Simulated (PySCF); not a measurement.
# Atomic calculation, with input and output: Be⁺

System: Be⁺, configuration 1s2 2s1, multiplicity 2.
Method: unrestricted MN15, cc-pVTZ, non-relativistic, point nucleus (PySCF).

## Input file
```python
from pyscf import gto, scf, dft, mp, cc
import basis_set_exchange as bse
mol = gto.M(atom="Be 0 0 0", charge=1, spin=1, symmetry="D2h",
            basis=gto.basis.parse(bse.get_basis("cc-pVTZ", elements=["Be"], fmt="nwchem", header=False)))
mf = dft.UKS(mol, xc="MN15")
mf.irrep_nelec = {'Ag': (2, 1)}
mf.kernel()
```

The script is an equivalent of what the driver set up; the driver started from orbitals of its own, so the log can be shorter than this script's would be, and it computed the properties (radii, ⟨L²⟩, response) afterwards. It also set what the script leaves out: ang = 14. It held the occupations shell by shell, which the script's counts by irreducible representation don't always enforce.

The run was one of a batch that the task file lists, launched with:
```bash
OMP_NUM_THREADS=1 python <driver script> TASK.json OUT
```

## Log (extracts)
```
damping factor = 0
level_shift factor = 0
DIIS = <class 'pyscf.scf.diis.CDIIS'>
diis_start_cycle = 1
diis_space = 10
diis_damp = 0
SCF conv_tol = 1e-09
SCF conv_tol_grad = None
number electrons alpha = 2  beta = 1
XC functionals = MN15
    H. S. Yu, X. He, S. L. Li, and D. G. Truhlar.,  Chem. Sci. 7, 5032-5051 (2016)
    H. S. Yu, X. He, S. L. Li, and D. G. Truhlar.,  Chem. Sci. 7, 5032-5051 (2016)
cycle= 1 E= -14.331640768904  delta_E= -0.00215  |g|= 0.00847  |ddm|= 0.458
cycle= 2 E= -14.3316637808024  delta_E= -2.3e-05  |g|= 0.000701  |ddm|= 0.0254
cycle= 3 E= -14.3316641421703  delta_E= -3.61e-07  |g|= 9.46e-05  |ddm|= 0.00766
cycle= 4 E= -14.3316641606169  delta_E= -1.84e-08  |g|= 8.74e-06  |ddm|= 0.00146
cycle= 5 E= -14.3316641607091  delta_E= -9.23e-11  |g|= 5.79e-07  |ddm|= 0.00014
converged SCF energy = -14.3316641607091  <S^2> = 0.75002916  2S+1 = 2.0000292
```

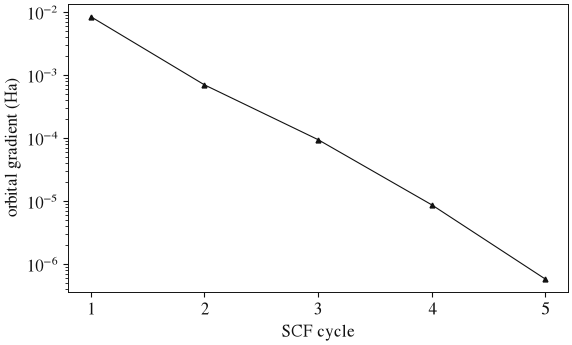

Figure 1. Convergence: orbital gradient against the SCF cycle. The residual falls at every step. It goes from 0.0085 to 5.8×10⁻⁷ in 5 steps.

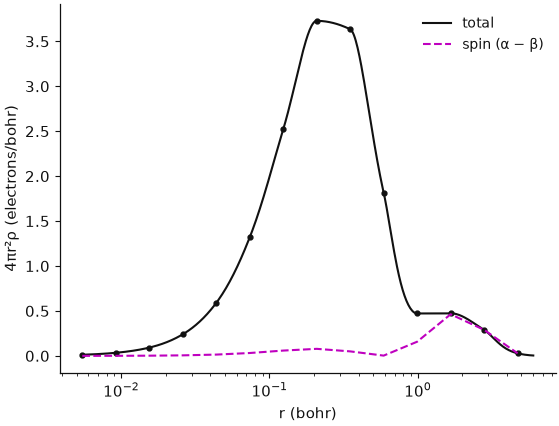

Figure 2. Spherically averaged radial density 4πr²ρ of the mean field and its spin part; markers are the stored points, which are sparse, and the line is a monotone interpolation between them. The largest stored value is 3.73 electrons/bohr at r = 0.21 bohr. Root-mean-square radii of the shells: 1s 0.490, 2s 2.47 bohr.

## What the run reported

```tsv
quantity	value
outcome	converged
total energy	−14.331664 hartree
kinetic energy	14.136212 hartree
⟨S²⟩	0.750
SCF iterations	5
hardware	1 thread of Arm Neoverse N1, 40 GiB of memory available, shared host
```

## What is odd here

One thing in this input was made odd on purpose: angular grid far too coarse. The program ran to the end. The state is spherical (⟨L²⟩ = 0), so a coarse angular grid should matter little or not at all here.
